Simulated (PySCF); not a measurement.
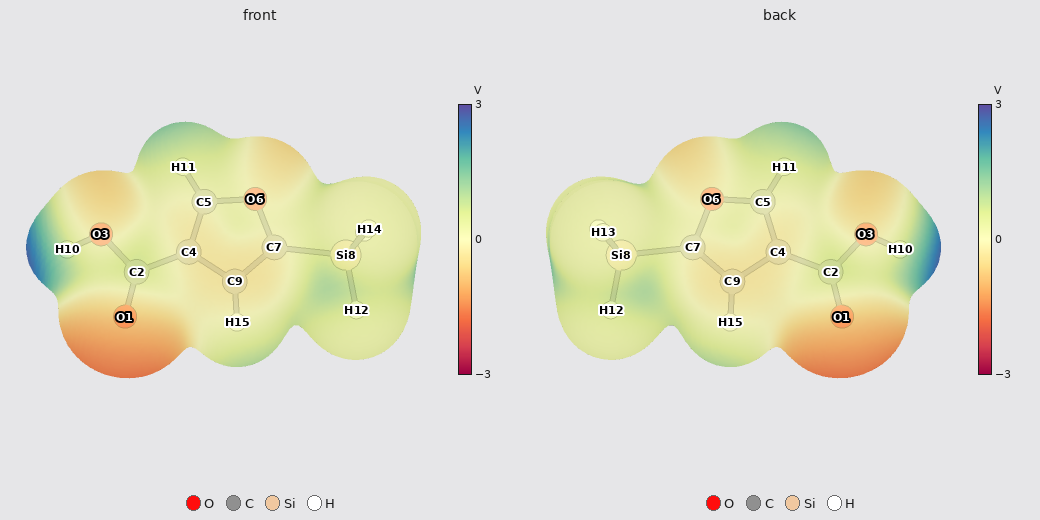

Figure 1: C5H6O3Si (SMILES O=C(O)c1coc([SiH3])c1). The molecular electrostatic potential painted on the density surface at 0.002 e/bohr³, seen from the front and from behind; red is negative and blue positive.

Geometry: GFN2-xTB.

Method: PBE0/pcSseg-1, SCF density, gas phase, non-relativistic in PySCF 2.14.0.

The calculation's input:

```
{"job": {"kind": "nmr", "xc": "PBE0", "basis": "pcSseg-1"}, "charge": 0, "multiplicity": 1}
O      2.657456     1.334988    -1.227085
C      2.401095     0.414579    -0.492947
O      3.360249    -0.362347     0.044856
C      1.058146     0.010052    -0.084612
C      0.699159    -1.025813     0.742599
O     -0.621288    -1.078091     0.876388
C     -1.165708    -0.073237     0.137459
Si    -3.034525     0.093933     0.141977
C     -0.163963     0.624349    -0.473352
H      4.229674    -0.054074    -0.255953
H      1.293446    -1.751573     1.262236
H     -3.360696     1.228480    -0.718145
H     -3.615963    -1.147258    -0.371366
H     -3.479151     0.324108     1.517200
H     -0.262346     1.469892    -1.121167
```

Run with:

```sh
OMP_NUM_THREADS=1 python probes_run.py task.json out
```

Q: Which sites attract a positive test charge, and which a negative one?

A: A positive charge is drawn to the negative regions and a negative charge to the positive ones. The most negative region (about −1.6 V) lies over O1, the most positive (about +2.6 V) over H10. O1 is the likeliest acceptor of a hydrogen bond.
